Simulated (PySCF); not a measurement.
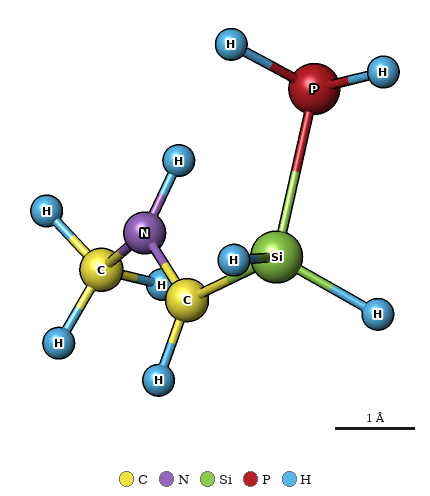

The input geometry (ball-and-stick view, seen at a tilt). Bond lengths as drawn: C–H 1.08 to 1.10 Å, C–N 1.37 to 1.44 Å, C–Si 1.84 Å, H–N 1.01 Å, H–P 1.38 Å, H–Si 1.47 to 1.48 Å and P–Si 2.25 Å.

# C2H9NPSi: EPR calculation

C2H9NPSi, multiplicity 2, computed with UKS B3LYP, pcH-1 on C H N P Si, non-relativistic, mean-field spin-orbit, GIAO (PySCF 2.14.0).

It belongs to a series of runs on one base structure; here: H added to N.

**The input**
```
{"job": {"kind": "epr", "basis": "pcH-1"}, "charge": 0, "multiplicity": 2}
C      2.440053    -0.229155     0.068653
N      1.023883    -0.161638     0.298448
C      0.258521     0.877393    -0.153512
Si    -1.569924     0.787273    -0.329927
P     -2.005634    -1.402607    -0.015327
H      2.685533    -0.606506    -0.932398
H      2.895679    -0.888558     0.808012
H      2.866002     0.768478     0.172823
H      0.544305    -1.054888     0.332927
H      0.804887     1.792578    -0.325065
H     -2.057766     1.124630    -1.680050
H     -2.360238     1.597610     0.618182
H     -3.359429    -1.292741    -0.237811
H     -2.166549    -1.312344     1.352878
```

The first line tells a small driver script what to run in PySCF; the rest is the geometry in Å.

Run on 1 CPU thread, shared host.

Launched with:
```bash
OMP_NUM_THREADS=1 python <driver script> task.json out
```

**The program's output**
```
UKS, coarse grid
  cycle   1  E = -767.17726612  |g| = 2.59e-01
  cycle   2  E = -767.17328308  |g| = 2.55e-01
  cycle   3  E = -767.20566910  |g| = 5.23e-02
  cycle   4  E = -767.20700826  |g| = 1.48e-02
  cycle   5  E = -767.20711541  |g| = 5.61e-03
  cycle   6  E = -767.20713315  |g| = 1.55e-03
  cycle   7  E = -767.20713514  |g| = 9.09e-04
UKS, final grid
  cycle   1  E = -767.20714392  |g| = 1.51e-03
  cycle   2  E = -767.20714221  |g| = 2.53e-03
  cycle   3  E = -767.20714487  |g| = 1.04e-04
  cycle   4  E = -767.20714487  |g| = 4.37e-05
  cycle   5  E = -767.20714488  |g| = 1.29e-05
E = -767.20714488 Eh   <S^2> = 0.7533 (exact 0.7500)
g shifts (ppm)      1          2          3
  rmc          -166       -166       -166
  gc             -3         40         26
  oz_so         -26        642       1488
  total        -194        516       1349
hyperfine (MHz)  atom isotope    a_iso     a_fc   dipolar eigenvalues
    0   13C       3.89       3.88     -2.48     -1.23      3.71
    1   14N      24.00      24.04    -16.35    -15.82     32.17
    2   13C      47.94      48.02    -55.57    -55.29    110.86
    3  29Si      41.15      41.19     -2.81     -0.15      2.95
    4   31P      -7.22      -7.23     -0.74     -0.56      1.30
    5    1H      42.80      42.79     -3.04     -2.70      5.74
    6    1H       5.59       5.59     -3.85     -2.99      6.84
    7    1H       8.23       8.22     -3.62     -3.27      6.90
    8    1H     -12.74     -12.76    -17.11     -6.98     24.09
    9    1H     -41.36     -41.37    -27.02      0.09     26.93
   10    1H      53.69      53.69     -3.11     -1.78      4.88
   11    1H      58.48      58.48     -2.87     -1.70      4.58
   12    1H      -1.48      -1.48     -0.91     -0.86      1.77
   13    1H       0.02       0.02     -1.55     -1.27      2.82
```

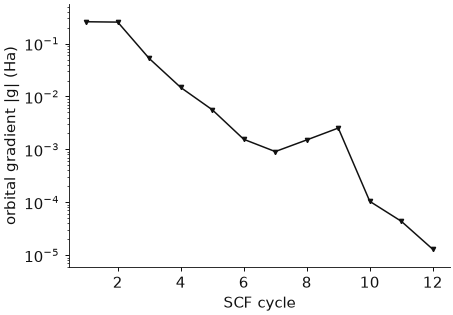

Convergence of the self-consistent field: orbital gradient |g| against the SCF cycle. All cycles printed in the log are drawn one after another.

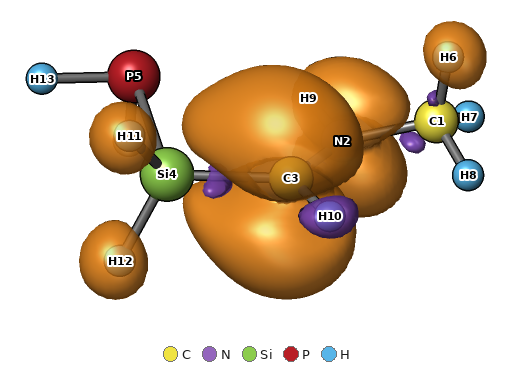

Isosurfaces of the spin density (α minus β) at +0.01 (orange) and −0.01 e/Å³ (purple), seen at an oblique angle. The unpaired spin (1 electron) lies mostly on C3 (about 0.5), N2 (about 0.3) and Si4 (about 0.1), in electrons by Hirshfeld's partition.

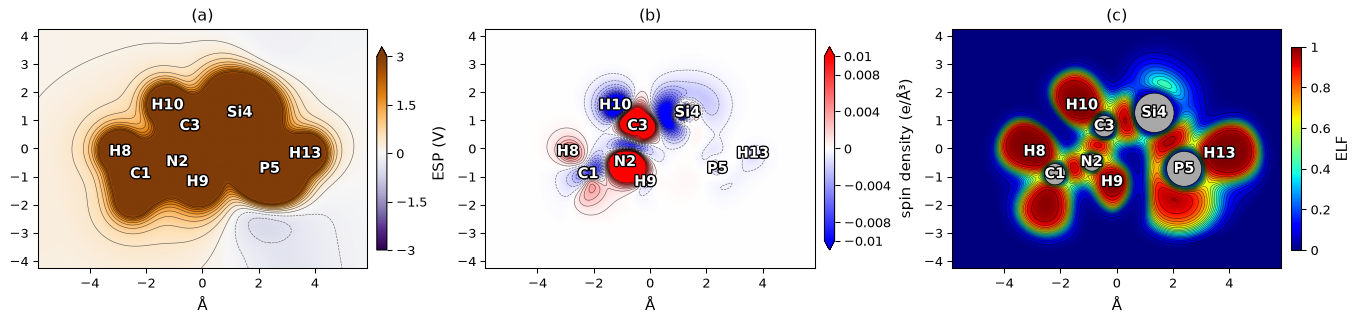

(a) electrostatic potential; (b) spin density; (c) electron localisation function on the plane of atoms C3, Si4 and P5. Grey discs, where drawn, cover atomic cores. Atoms in the plane: C, N, Si, P and H. C–N (1.37 Å): the ELF peaks at about 0.90 between the atoms, which marks a shared electron pair. C–Si (1.84 Å): the ELF peaks at about 0.95 between the atoms, as expected for localised, shared-pair bonding. N–H (1.01 Å): the ELF climbs to about 1 towards the hydrogen, as it does in any bond to H (a covalent bond by its length). C–N (1.44 Å): the ELF peaks at about 0.95 between the atoms, which marks localised, shared-pair bonding. The unpaired spin (1 electron) lies mostly on C3 (about 0.5), N2 (about 0.3) and Si4 (about 0.1), in electrons by Hirshfeld's partition.

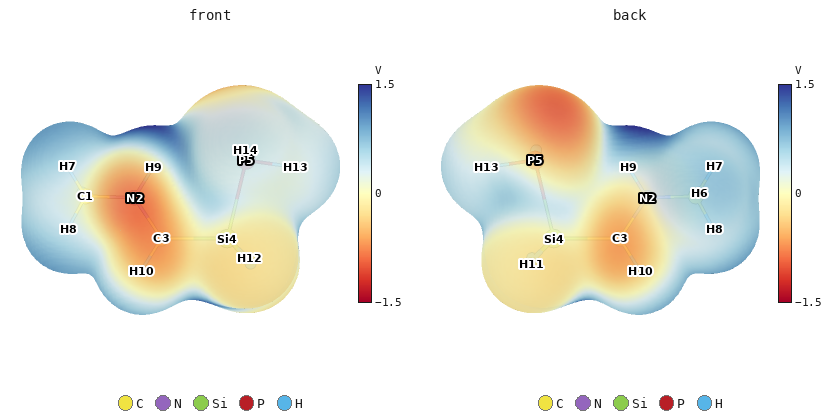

The electrostatic potential painted on the density surface at 0.002 e/bohr³, seen face on and from behind; red is negative and blue positive.

**Key numbers**

```csv
quantity,value
outcome,converged
total energy,−767.207145 hartree
⟨S²⟩,0.753
isotropic g,2.0029
wall time,48 s
peak memory,0.86 GiB
```
